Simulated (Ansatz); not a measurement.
System MoSe (space group Fm-3m, No. 225); source of the atomic positions: the input geometry of an electronic-structure calculation (not necessarily at equilibrium); the starting structure was generated, so it need not be a known form of this composition.

```
CELL_PARAMETERS angstrom
5.34000 0.00000 0.00000
0.00000 5.34000 0.00000
0.00000 0.00000 5.34000
ATOMIC_POSITIONS crystal
Mo 0.50000 0.00000 0.00000
Se 0.00000 0.00000 0.00000
Mo 0.50000 0.50000 0.50000
Se 0.00000 0.50000 0.50000
Mo 0.00000 0.00000 0.50000
Se 0.50000 0.00000 0.50000
Mo 0.00000 0.50000 0.00000
Se 0.50000 0.50000 0.00000
```

Describe the stacking along [111], with columns A (0, 0), B (1/3, 2/3), C (2/3, 1/3) of the hexagonal mesh spanned by (a − b)/2 and (b − c)/2.

Se(A) – Mo(C) – Se(B) – Mo(A) – Se(C) – Mo(B) (six layers in 9.25 Å).

Se layers alone: ABC, the cubic close-packed type.

Mo: three octahedral sites (per hexagonal cell).

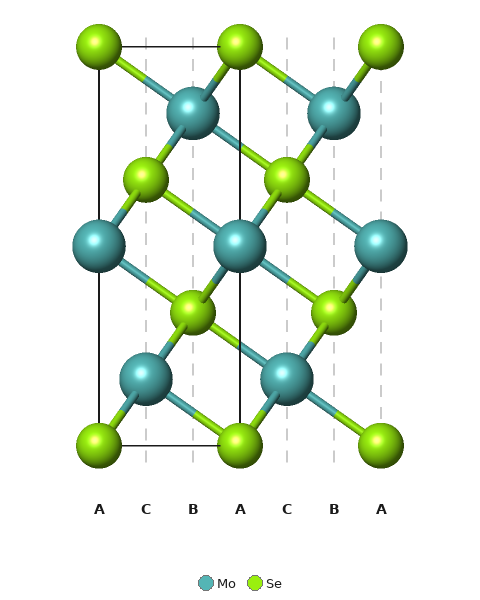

The picture looks along a close-packed row of the hexagonal mesh; [111] points upwards. The dashed lines mark the three columns A (0, 0), B (1/3, 2/3) and C (2/3, 1/3). The box is the hexagonal cell of the face-centred cubic lattice. The sequence starts with the first layer at or above the cell's origin.
